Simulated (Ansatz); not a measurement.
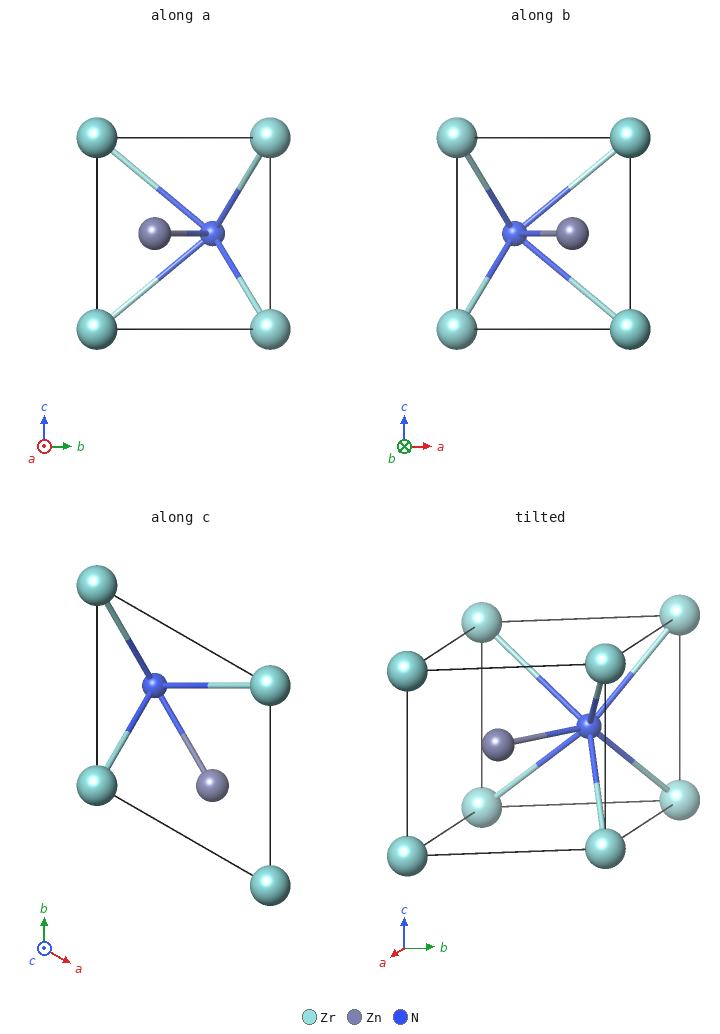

An orthographic ball-and-stick view of the structure, along the a axis, along the b axis, along the c axis and slightly off an axis. One conventional unit cell is framed, with atoms on its boundary repeated.

Lattice parameters: a = 3.6716 Å, b = 3.6716 Å, c = 3.5177 Å, α = 90.000°, β = 90.000°, γ = 120.000°.

> Express the structure as a CIF with its space group and independent sites.

```cif
data_structure
_symmetry_space_group_name_H-M 'P -6 m 2'
_symmetry_Int_Tables_number 187
_cell_length_a 3.6716
_cell_length_b 3.6716
_cell_length_c 3.5177
_cell_angle_alpha 90.000
_cell_angle_beta 90.000
_cell_angle_gamma 120.000
_cell_volume 41.07
loop_
_atom_site_label
_atom_site_type_symbol
_atom_site_symmetry_multiplicity
_atom_site_Wyckoff_symbol
_atom_site_fract_x
_atom_site_fract_y
_atom_site_fract_z
_atom_site_occupancy
Zr1 Zr 1 a 0.0000 0.0000 0.0000 1
Zn1 Zn 1 f 0.6667 0.3333 0.5000 1
N1 N 1 d 0.3333 0.6667 0.5000 1
```

The cell started as a structure type filled with these elements by a generator (whether the compound takes this form wasn't checked). Earlier steps of the study, as a rule a relaxation of our own, may have changed the cell and positions, so they can lie some per cent off the listed ones. Ansatz was used for an electronic-structure calculation on it.
